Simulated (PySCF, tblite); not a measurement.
# CH₅O₅PSi, a small gas-phase stand-in for a defect centre: NMR shifts, core binding energies and electronic excitations, part 2 of 2

tblite 0.8.0 and PySCF 2.14.0. Atoms count from 0, parts from 1. The steps go on from the part before.

## (5) X-ray photoelectron lines: SCAN, X2C

The job: settings as JSON, then the geometry in Å.

```
{"job": {"kind": "xps", "holes": 5}, "charge": 0, "multiplicity": 1}
C      0.883456    -0.886345     0.753147
O      0.859466    -0.149395    -0.330592
Si     2.323828    -0.156186    -1.242513
O     -0.291561    -0.803042     1.365058
P     -1.646139     0.064107     0.947055
O     -2.724751    -0.119006     1.929182
O     -1.104844     1.561505     0.771958
O     -1.960271    -0.423487    -0.545616
H      2.019303     0.722040    -2.400762
H      2.617950    -1.543938    -1.681023
H      3.416044     0.408012    -0.409663
H     -1.541066     2.130839     1.421051
H     -2.841183    -0.822239    -0.569903
```

Level: delta-SCF UKS SCAN, pcX-2 on the ionised atom, pcseg-1 elsewhere, spin-free X2C.

What it wrote:

```text
ground state, core basis on atom 0 (C), 176 functions
  cycle   1  E = -1049.15775066  |g| = 1.25e+00
  cycle   2  E = -1048.32325971  |g| = 2.39e+00
  cycle   3  E = -1049.40425215  |g| = 4.71e-01
  cycle   4  E = -1049.44741741  |g| = 1.16e-01
  cycle   5  E = -1049.44963239  |g| = 3.95e-02
  cycle   6  E = -1049.44994911  |g| = 1.57e-02
  cycle   7  E = -1049.44998815  |g| = 5.27e-03
  cycle   8  E = -1049.44999539  |g| = 2.07e-03
  cycle   9  E = -1049.44999561  |g| = 8.68e-04
  cycle  10  E = -1049.44999518  |g| = 2.67e-04
  E(ground) = -1049.52830103 Eh
hole in C 1s of atom 0
  cycle   1  E = -1038.08945260  |g| = 1.48e+00
  cycle   2  E = -1032.04795494  |g| = 3.65e+00
  cycle   3  E = -1038.13552783  |g| = 1.11e+00
  cycle   4  E = -1038.35900535  |g| = 8.40e-01
  cycle   5  E = -1038.61871386  |g| = 2.45e-01
  cycle   6  E = -1038.62421165  |g| = 2.27e-01
  cycle   7  E = -1038.64173455  |g| = 8.32e-02
  cycle   8  E = -1038.64468358  |g| = 2.88e-02
  cycle   9  E = -1038.64502888  |g| = 9.64e-03
  cycle  10  E = -1038.64508753  |g| = 4.35e-03
  cycle  11  E = -1038.64510114  |g| = 4.45e-03
  cycle  12  E = -1038.64511247  |g| = 1.88e-03
  cycle  13  E = -1038.64511423  |g| = 7.94e-04
  cycle  14  E = -1038.64511571  |g| = 2.33e-04
  E(ion) = -1038.72174352 Eh   <S^2> = 0.8630   hole on atom = 1.000   binding energy = 294.061 eV
ground state, core basis on atom 1 (O), 176 functions
  cycle   1  E = -1049.47738161  |g| = 1.09e-01
  cycle   2  E = -1049.47432732  |g| = 1.43e-01
  cycle   3  E = -1049.47737456  |g| = 6.18e-02
  cycle   4  E = -1049.47803721  |g| = 1.48e-02
  cycle   5  E = -1049.47807867  |g| = 2.36e-03
  cycle   6  E = -1049.47808110  |g| = 6.69e-04
  cycle   7  E = -1049.47808176  |g| = 1.55e-04
  E(ground) = -1049.55302421 Eh
hole in O 1s of atom 1
  cycle   1  E = -1028.81685096  |g| = 2.23e+00
  cycle   2  E = -1026.62679153  |g| = 2.77e+00
  cycle   3  E = -1028.48004359  |g| = 1.50e+00
  cycle   4  E = -1029.61680652  |g| = 3.24e-01
  cycle   5  E = -1029.63197293  |g| = 2.34e-01
  cycle   6  E = -1029.64913224  |g| = 9.75e-02
  cycle   7  E = -1029.65234843  |g| = 2.75e-02
  cycle   8  E = -1029.65260218  |g| = 1.23e-02
  cycle   9  E = -1029.65266753  |g| = 1.68e-03
  cycle  10  E = -1029.65267080  |g| = 1.05e-03
  cycle  11  E = -1029.65267147  |g| = 6.29e-04
  cycle  12  E = -1029.65267101  |g| = 4.26e-04
  E(ion) = -1029.72753595 Eh   <S^2> = 0.7648   hole on atom = 1.000   binding energy = 539.479 eV
ground state, core basis on atom 2 (Si), 187 functions
  cycle   1  E = -1049.54227341  |g| = 3.06e-01
  cycle   2  E = -1049.53545110  |g| = 2.21e-01
  cycle   3  E = -1049.53425941  |g| = 2.29e-01
  cycle   4  E = -1049.54413617  |g| = 3.56e-02
  cycle   5  E = -1049.54436318  |g| = 1.05e-02
  cycle   6  E = -1049.54438258  |g| = 1.77e-03
  cycle   7  E = -1049.54438379  |g| = 6.18e-04
  cycle   8  E = -1049.54438396  |g| = 2.31e-04
  E(ground) = -1049.58091197 Eh
hole in Si 2p of atom 2
  cycle   1  E = -1045.23022817  |g| = 1.23e+00
  cycle   2  E = -1042.95327609  |g| = 1.88e+00
  cycle   3  E = -1044.90989383  |g| = 1.15e+00
  cycle   4  E = -1045.49956761  |g| = 2.65e-01
  cycle   5  E = -1045.51942023  |g| = 2.61e-01
  cycle   6  E = -1045.54375620  |g| = 7.91e-02
  cycle   7  E = -1045.54555434  |g| = 4.35e-02
  cycle   8  E = -1045.54630255  |g| = 1.23e-02
  cycle   9  E = -1045.54635569  |g| = 4.71e-03
  cycle  10  E = -1045.54636594  |g| = 1.10e-03
  cycle  11  E = -1045.54636688  |g| = 6.03e-04
  cycle  12  E = -1045.54636675  |g| = 6.28e-05
  E(ion) = -1045.59302020 Eh   <S^2> = 0.7516   hole on atom = 1.003   binding energy = 108.516 eV
  2p3/2 = 108.253 eV   2p1/2 = 108.880 eV
ground state, core basis on atom 3 (O), 176 functions
  cycle   1  E = -1049.47801556  |g| = 1.08e-01
  cycle   2  E = -1049.47591419  |g| = 1.25e-01
  cycle   3  E = -1049.47792255  |g| = 6.67e-02
  cycle   4  E = -1049.47868619  |g| = 1.57e-02
  cycle   5  E = -1049.47873731  |g| = 4.54e-03
  cycle   6  E = -1049.47873934  |g| = 5.68e-04
  cycle   7  E = -1049.47873930  |g| = 1.95e-04
  E(ground) = -1049.55422473 Eh
hole in O 1s of atom 3
  cycle   1  E = -1028.80829103  |g| = 2.23e+00
  cycle   2  E = -1027.61077710  |g| = 2.60e+00
  cycle   3  E = -1029.31730933  |g| = 8.94e-01
  cycle   4  E = -1029.45076827  |g| = 7.04e-01
  cycle   5  E = -1029.63208743  |g| = 1.60e-01
  cycle   6  E = -1029.63939765  |g| = 8.21e-02
  cycle   7  E = -1029.64176522  |g| = 1.85e-02
  cycle   8  E = -1029.64181871  |g| = 1.47e-02
  cycle   9  E = -1029.64190373  |g| = 2.14e-03
  cycle  10  E = -1029.64190713  |g| = 8.22e-04
  cycle  11  E = -1029.64190868  |g| = 5.62e-04
  cycle  12  E = -1029.64190962  |g| = 4.73e-04
  E(ion) = -1029.71708808 Eh   <S^2> = 0.7644   hole on atom = 1.000   binding energy = 539.796 eV
ground state, core basis on atom 4 (P), 187 functions
  cycle   1  E = -1049.60469518  |g| = 3.63e-01
  cycle   2  E = -1049.59778969  |g| = 2.32e-01
  cycle   3  E = -1049.59555479  |g| = 2.50e-01
  cycle   4  E = -1049.60693337  |g| = 5.15e-02
  cycle   5  E = -1049.60743752  |g| = 9.33e-03
  cycle   6  E = -1049.60745390  |g| = 2.69e-03
  cycle   7  E = -1049.60745255  |g| = 8.70e-04
  cycle   8  E = -1049.60745366  |g| = 3.42e-04
  E(ground) = -1049.65227377 Eh
hole in P 2p of atom 4
  cycle   1  E = -1044.05294540  |g| = 1.41e+00
  cycle   2  E = -1042.69532398  |g| = 2.10e+00
  cycle   3  E = -1044.10864104  |g| = 8.30e-01
  cycle   4  E = -1044.39023648  |g| = 2.98e-01
  cycle   5  E = -1044.40403379  |g| = 2.21e-01
  cycle   6  E = -1044.42320270  |g| = 5.89e-02
  cycle   7  E = -1044.42456583  |g| = 2.58e-02
  cycle   8  E = -1044.42480708  |g| = 9.25e-03
  cycle   9  E = -1044.42483807  |g| = 3.86e-03
  cycle  10  E = -1044.42484538  |g| = 1.52e-03
  cycle  11  E = -1044.42484568  |g| = 9.15e-04
  cycle  12  E = -1044.42484699  |g| = 3.23e-04
  E(ion) = -1044.48181967 Eh   <S^2> = 0.7540   hole on atom = 1.002   binding energy = 140.695 eV
  2p3/2 = 140.455 eV   2p1/2 = 141.348 eV
```

Run time: 47 s. Hardware: 1 thread of Arm Neoverse V2, shared host; peak memory 0.7 GiB.

The holes in one table. −ε is the ground-state orbital energy:

| hole | stands for | environment | ΔSCF (eV; 2p as the shell's mean) | −ε (eV) | ⟨S²⟩ |
| --- | --- | --- | --- | --- | --- |
| C1s on C0 | C0 | carbon bonded to 2 O | 294.06 (doubtful) | 276.7 | 0.863 |
| O1s on O1 | O1 | oxygen bonded to C, Si | 539.48 | 518.2 | 0.765 |
| Si2p on Si2 | Si2 | silicon bonded to O, 3 H | 108.46 | 97.4 | 0.752 |
| O1s on O3 | O3 | oxygen bonded to C, P | 539.80 | 518.5 | 0.764 |
| P2p on P4 | P4 | phosphorus bonded to 4 O | 140.75 | 129.3 | 0.754 |

Doubtful: the ion did not converge, its hole moved, or its ⟨S²⟩ is well above 0.75.

With the spin-orbit splitting: Si2 2p3/2 108.25, 2p1/2 108.88 eV; P4 2p3/2 140.46, 2p1/2 141.35 eV. The table gives each 2p level as the mean over the whole 2p shell (two parts 2p3/2, one part 2p1/2), which differs a little from the single hole in the log.

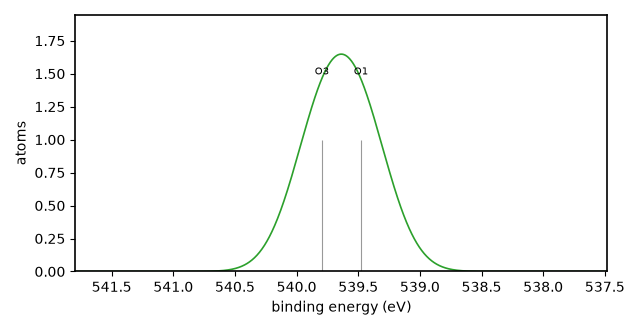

The O1s photoelectron lines, weighted by the number of atoms. Only 2 of the 5 O atoms are covered by sound results. Lines are broadened to a width of 0.60 eV (Gaussian).

## (6) TDDFT and polarisability: CAM-B3LYP/def2-SVPD

Settings changed since step 5:

```diff
@@ -1,2 +1,2 @@
-{"job": {"kind": "xps", "holes": 5}, "charge": 0, "multiplicity": 1}
+{"job": {"kind": "uv", "xc": "CAM-B3LYP", "basis": "def2-SVPD", "nstates": 6, "ntriplets": 2, "ip": true}, "charge": 0, "multiplicity": 1}
 C      0.883456    -0.886345     0.753147
```

Method: TDDFT CAM-B3LYP/def2-SVPD, vertical, gas phase, core orbitals frozen in the response.

What it wrote:

```text
coarse grid: 12864 points
cycle   1  E = -1047.0398385956  dE =  1.580e+00  |g| = 1.301e+00  |ddm| = 6.134e+00
cycle   2  E = -1046.8136376925  dE =  2.262e-01  |g| = 1.733e+00  |ddm| = 5.736e+00
cycle   3  E = -1047.3547938601  dE = -5.412e-01  |g| = 2.087e-01  |ddm| = 3.057e+00
cycle   4  E = -1047.3619492456  dE = -7.155e-03  |g| = 7.768e-02  |ddm| = 3.283e-01
cycle   5  E = -1047.3630378794  dE = -1.089e-03  |g| = 9.945e-03  |ddm| = 1.126e-01
cycle   6  E = -1047.3630583538  dE = -2.047e-05  |g| = 5.214e-03  |ddm| = 3.744e-02
cycle   7  E = -1047.3630636731  dE = -5.319e-06  |g| = 1.560e-03  |ddm| = 1.056e-02
final grid: 117960 points
cycle   8  E = -1047.5312069346  dE = -2.052e-05  |g| = 2.861e-03  |ddm| = 5.663e-02
cycle   9  E = -1047.5312061758  dE =  7.588e-07  |g| = 3.626e-03  |ddm| = 9.356e-03
cycle  10  E = -1047.5312084551  dE = -2.279e-06  |g| = 2.699e-04  |ddm| = 4.072e-03
cycle  11  E = -1047.5312084657  dE = -1.058e-08  |g| = 1.846e-04  |ddm| = 8.032e-04
cycle  12  E = -1047.5312084720  dE = -6.356e-09  |g| = 5.152e-05  |ddm| = 3.584e-04
cycle  13  E = -1047.5312084726  dE = -5.111e-10  |g| = 1.248e-05  |ddm| = 1.067e-04
converged SCF energy = -1047.5312084726

Static polarisability (au): isotropic 78.845, principal 69.434 71.030 96.071

Singlet excitations
state   eV       nm        f      main configurations
  1   4.3202    287.0   0.01360   H->L 0.97
  2   6.4463    192.3   0.00819   H->L+2 0.63, H->L+1 0.29
  3   6.8358    181.4   0.07997   H->L+1 0.63, H->L+2 0.27
  4   7.3103    169.6   0.02367   H->L+3 0.80, H->L+5 0.12
  5   7.6128    162.9   0.00310   H->L+5 0.65, H-3->L 0.10, H->L+3 0.10
  6   7.6399    162.3   0.02144   H->L+4 0.86

Triplet excitations (Tamm-Dancoff, eV): 2.5113 6.0937
Vertical ionisation energy (delta-SCF) = 9.4784 eV
```

Run time: 90 s. Hardware: 1 thread of Arm Neoverse V2, shared host; peak memory 1.2 GiB.

Frontier orbitals and where they lie:

```csv
orbital,eV,atoms
HOMO−3,-11.29,"Si2 27 %, O1 21 %, H10 17 %"
HOMO−2,-10.95,"O5 71 %, P4 11 %, O6 6 %"
HOMO−1,-10.81,"O5 71 %, P4 9 %, O6 9 %"
HOMO,-8.58,"C0 55 %, O1 20 %, O3 14 %"
LUMO,0.07,"C0 48 %, O1 19 %, O3 17 %"
LUMO+1,0.43,"O7 19 %, O6 18 %, P4 14 %"
LUMO+2,0.78,"Si2 44 %, H10 12 %, H9 12 %"
```

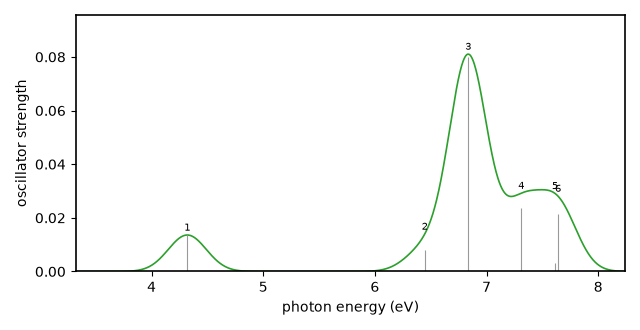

Absorption spectrum from the 6 singlet states computed; above the last one it falls off for lack of states. Lines are broadened to a width of 0.40 eV (Gaussian).

Further results of this job:

```csv
property,computed
dipole moment (D),3.59
polarisability (Å³),11.68
HOMO–LUMO gap (eV),8.65
−ε(HOMO) (eV),8.58
```

## (7) Results

The summary covers parts 1 to 2.

```
                                                                  quantity                             value
                                                               point group                                Cs
                                      rotational constants (main isotopes)              3.62, 0.79, 0.77 GHz
                                    13C shifts against TMS (PBE0/pcSseg-1)                         323.2 ppm
                                     1H shifts against TMS (PBE0/pcSseg-1)  5.20, 5.17, 5.15, 3.55, 3.54 ppm
   17O shifts against H2O (PBE0/pcSseg-1, means over atoms taken as alike)    355.4, 342.0, 165.9, 120.4 ppm
                                   29Si shifts against TMS (PBE0/pcSseg-1)                         -21.1 ppm
                                  31P shifts against H3PO4 (PBE0/pcSseg-1)                          -8.5 ppm
potential on the surface of density 0.002 e/bohr³, 1st and 99th percentile                -1.75 V and 2.87 V
              O1s binding energies, SCAN/pcX-2 (standing for 2 of 5 atoms)           O3 539.80, O1 539.48 eV
                                         Si2p binding energies, SCAN/pcX-2                     Si2 108.46 eV
                                          P2p binding energies, SCAN/pcX-2                      P4 140.75 eV
                                      lowest singlet (CAM-B3LYP/def2-SVPD)       4.32 eV (287 nm), f = 0.014
                                  brightest single state of those computed       state 3, 6.84 eV, f = 0.080
                                                            lowest triplet                           2.51 eV
                                         vertical ionisation energy (ΔSCF)                           9.48 eV
```

What this shows: The start of the PBE0/def2-SVP relaxation was shaken at random by about 0.01 Å, so part of the energy gained, and of the first lengths quoted, undoes that. Relaxing lowered the energy by 0.688 eV in 35 steps; the close pair that moved most is O1–Si2, from 1.658 to 1.725 Å (PBE0/def2-SVP). No frequency check was run at this level, so the end point may be a saddle. Hydrogens of an XH3 group are listed apart at this fixed geometry; free rotation makes them one line at their mean. At PBE0/pcSseg-1: The largest span, 588 ppm, is at O1, where the paramagnetic term is -425 ppm. At PBE0/pcSseg-1, counted by nearest atom on the grid, the HOMO lies on C0 68 %; O1 16 %, the LUMO on C0 63 %; O1, O3 about 12 % each. At SCAN/pcX-2: O3 (oxygen bonded to C, P) binds its O1s electron 0.32 eV more tightly than O1 (oxygen bonded to C, Si). Only 2 of the 5 O atoms are covered by sound results. The first singlet state (HOMO→LUMO 0.97) lies at 4.32 eV and is weak; of the 6 states computed, the strongest absorption comes from state 3 at 6.84 eV. The lowest triplet lies 1.81 eV below the lowest singlet (triplets in Tamm-Dancoff, singlets in full TDDFT). ΔSCF puts the ionisation energy at 9.48 eV, 0.89 eV above −ε(HOMO). A capped cluster stands for the solid here, so long-range fields and strain are missing, and bands or shifts of the capping hydrogens have no counterpart in it.
